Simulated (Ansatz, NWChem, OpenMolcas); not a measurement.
# Predicting a hybrid from its neighbours: AgI

AgI: 2 atoms, total charge 0, spin state singlet. SMILES: `[Ag][I]`. The bond length is the measured one.

The vertical energy of the triplet above the singlet y, in eV, basis def2-TZVPPD with a core potential; a is the functional's share of exact exchange. Programs: Ansatz 0.2.0, NWChem 7.3.0, OpenMolcas 26.06.

| functional | program | a | y (eV) |
| --- | --- | --- | --- |
| PBE | Ansatz | 0 | 2.49 |
| BLYP | Ansatz | 0 | 2.46 |
| B3LYP | OpenMolcas | 0.2 | ? |
| PBE0 | OpenMolcas | 0.25 | 2.72 |
| BHLYP | NWChem | 0.5 | 2.83 |

Q: Fit y = c + s·a to the known rows and predict B3LYP.

A: 
1. Means of the 4 rows: a = 0.1875, y = 2.625.
2. Σ(Δa)² = 0.17188, Σ(Δa·Δy) = 0.12625, so the slope is 0.12625/0.17188 = 0.73452.
3. Intercept: 2.625 − (0.73452) × 0.1875 = 2.487. The largest residual of the fit is 0.049.
4. B3LYP: 2.487 + (0.73452) × 0.2 = 2.63 eV.

The run gave 2.65 eV, so the prediction is off by -0.02 eV, within the scatter of the fit. Spin-orbit coupling is left out.

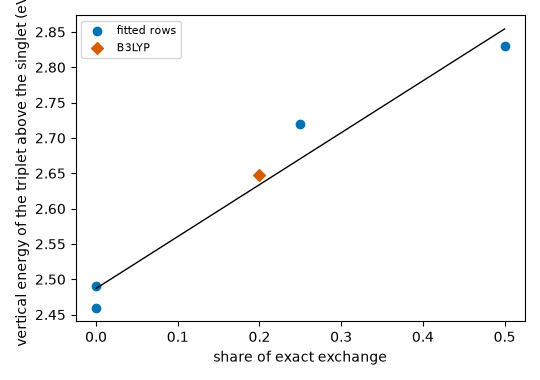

The fitted line, with the withheld row.
